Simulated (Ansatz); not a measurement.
**FH3O2Si (SMILES O[SiH](O)F): density, localisation and related maps**

Input file:

```
crystal:
  periodic: [false, false, false]
  atoms:
    - {symbol: O, position_ang: [-0.161784, 0.466473, -1.268363]}
    - {symbol: Si, position_ang: [-0.169538, -0.308687, 0.165146]}
    - {symbol: O, position_ang: [1.328656, -0.281040, 0.778147]}
    - {symbol: F, position_ang: [-1.210617, 0.437415, 1.115612]}
    - {symbol: H, position_ang: [-0.987957, 0.815894, -1.604595]}
    - {symbol: H, position_ang: [-0.589012, -1.714177, 0.089972]}
    - {symbol: H, position_ang: [1.851552, 0.516122, 0.678280]}
basis:
  gaussian: {orbitals: def2-TZVPP}
hamiltonian: {xc: pbe0, dispersion: d4}
output: {orbitals: {seedname: orbitals}}
```

Run with:

```sh
ansatz run in.yaml --threads 2 --pin off --events-out ev --progress --plain --max-ram 31744MiB --backend cpu
```

Geometry: PBE0-D4/def2-TZVP.

Computed with Ansatz, RKS PBE0-D4/def2-TZVPP.

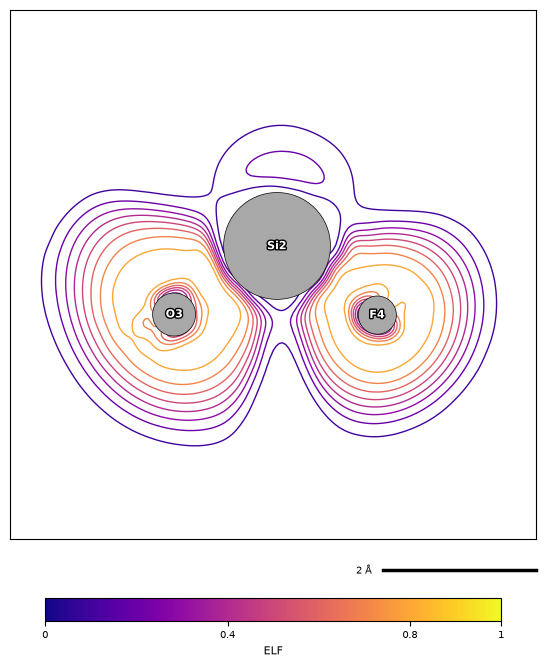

Figure 1. ELF on the plane of atoms O3, Si2 and F4. Grey discs cover the atomic cores.

Question: Read the bonding off the picture.

Answer: The section cuts through Si, O and F sites.
Si–F (1.59 Å): the ELF peaks at about 0.85 in the valence shell of F, 0.6 Å from its nucleus, and is about 0.50 at the midpoint.
Si–O (1.62 Å): the ELF peaks at about 0.90 between the atoms: a short, strongly polar bond.
The ELF also peaks beside F4 and O3, away from the bonds: lone-pair regions.

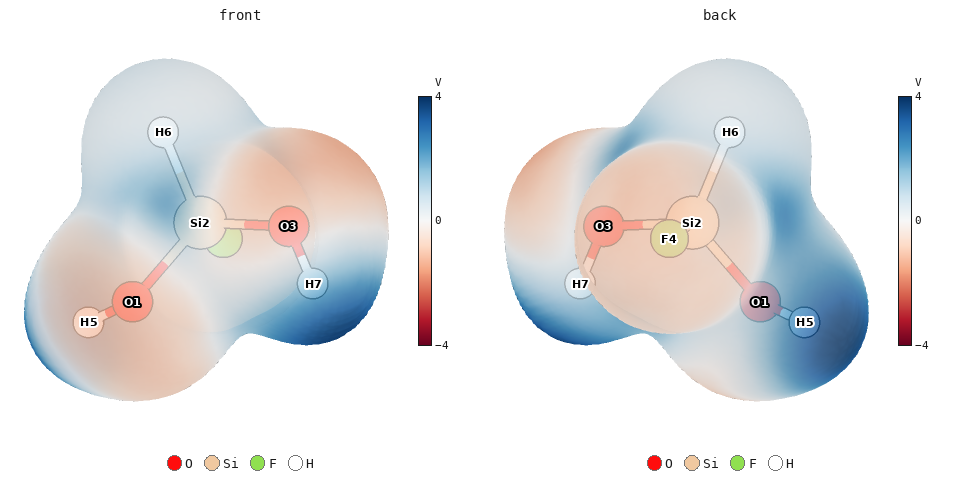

Figure 2. The molecular electrostatic potential painted on the density surface at 0.004 e/bohr³, seen from the front and from behind; the colour scale runs from red (negative) to blue (positive).

Question: Where is the surface potential most negative and most positive?

Answer: The most negative region (about −1.3 V, or −30 kcal/mol for a unit charge) lies over O3, the most positive (about +3.8 V, or +88 kcal/mol for a unit charge) over H5 and H7. O3 is the likeliest acceptor of a hydrogen bond.

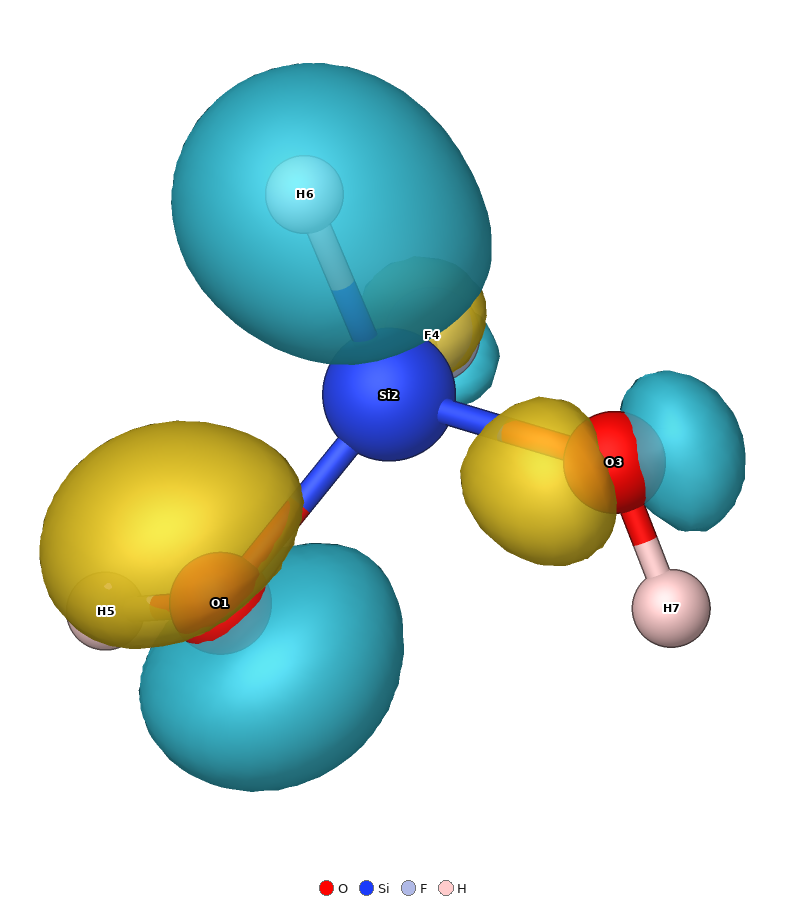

Figure 3. The HOMO at ±0.15 Å⁻³ᐟ² (yellow and cyan are the two phases), seen at a tilt.

Question: Where does this orbital lie, and at what energy?

Answer: Its weight (Hirshfeld) is mainly on O1 (about 45 %), H6 (about 20 %), Si2 (about 20 %) and O3 (about 10 %). Its energy is −9.62 eV.
